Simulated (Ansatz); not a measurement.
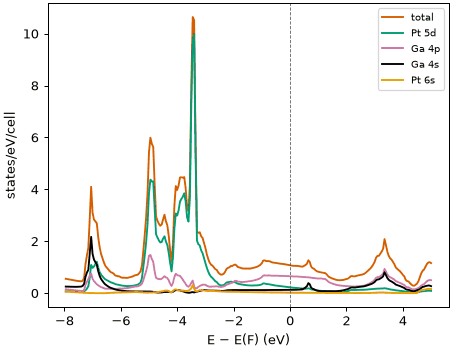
Figure. Total and projected density of states of Ga$_{2}$Pt (fluorite or antifluorite type, Fm-3m), the program Ansatz at the r²SCAN level (PAW)

Question: Which orbitals carry the states next to the Fermi level?

Answer: Within 0.5 eV of the Fermi level: Ga 4p 60 %, Pt 5d 21 %, Ga 4s 12 %. Projections are on Löwdin-orthogonalised atomic valence shells; empty p or d shells of many metals are not among them.

Question: Where is the tallest occupied peak in this window, and what makes it?

Answer: Near -3.4 eV, about 11 states/eV per cell; the largest projected share is Pt 5d.

The workflow started from a Materials Project entry (that database holds measured and hypothetical structures alike); the Crystallography Open Database files this formula in space group No. 225, but the cells were not matched. Its standing as an ambient phase is unchecked. Symmetry was held in the r²SCAN relaxation; whether a distortion lowers the energy is not shown. No spin polarisation was allowed. Spin–orbit coupling is left out wherever it is not named.

Potentials: the earlier of the program's two PAW sets.
